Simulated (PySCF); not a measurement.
## Electronic structure of C2H9OSi (SMILES C[O+](C)[SiH3]) (charge +1) in real space

```xyz
13

C     1.3726   -0.1533   -0.4418
O    -0.0436   -0.0086   -0.2799
C    -0.6823   -1.2666   -0.0309
Si   -0.7488    1.5230    0.4539
H     1.8375   -0.5089    0.4790
H     1.5704   -0.8627   -1.2468
H     1.7879    0.8122   -0.7185
H    -0.4495   -1.9546   -0.8450
H    -1.7573   -1.1076   -0.0032
H    -0.3457   -1.6948    0.9146
H     0.4559    2.1927    0.9220
H    -1.3955    2.0311   -0.7463
H    -1.5961    0.9836    1.5086
```

Geometry: GFN2-xTB, coordinate held.

Method: B3LYP/pcSseg-1, SCF density, gas phase, non-relativistic in PySCF 2.14.0.

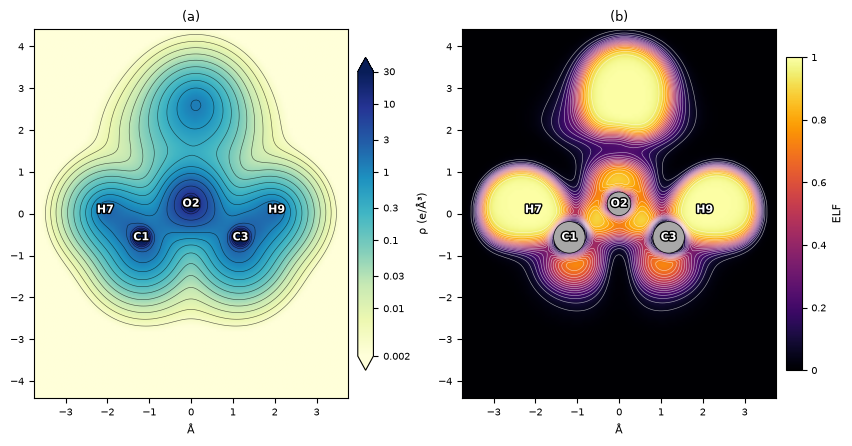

Figure 1. (a) total electron density; (b) electron localisation function on the plane of atoms C1, O2 and C3. Grey discs cover the atomic cores in the ELF map.

Question: Read the bonding off the picture.

Answer: The section cuts through C, O and H sites.
C–O (1.43 Å): ρ is about 1.9 e/Å³ halfway, with its minimum of 1.6 e/Å³ about 0.5 Å from C; the ELF peaks at about 0.90 between the atoms, as expected for a shared but strongly polarised pair.
C–H (1.09 Å): ρ is about 2.1 e/Å³ halfway; the ELF climbs to about 1 towards the hydrogen, as it does in any bond to H (an ordinary covalent bond to hydrogen).

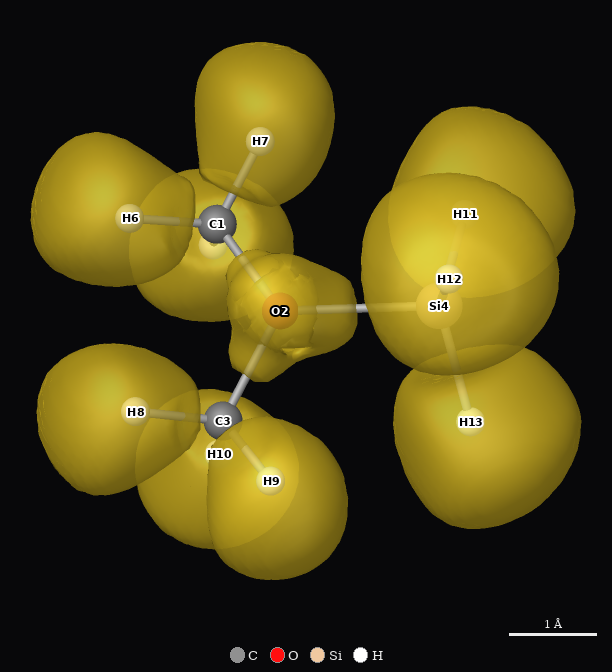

Figure 2. Isosurface of the ELF at 0.75 (yellow), seen at a tilt. Core shells and regions of very low density are left out.

Question: Identify the bonds, lone pairs and shells in this picture.

Answer: The ELF exceeds this value in nine regions around hydrogen nuclei and one region on O in which the atom's valence shell and bonds are merged. Profiles from the grid: Si–O (1.84 Å): the ELF peaks at about 0.90 between the atoms, as expected for a polar covalent bond.
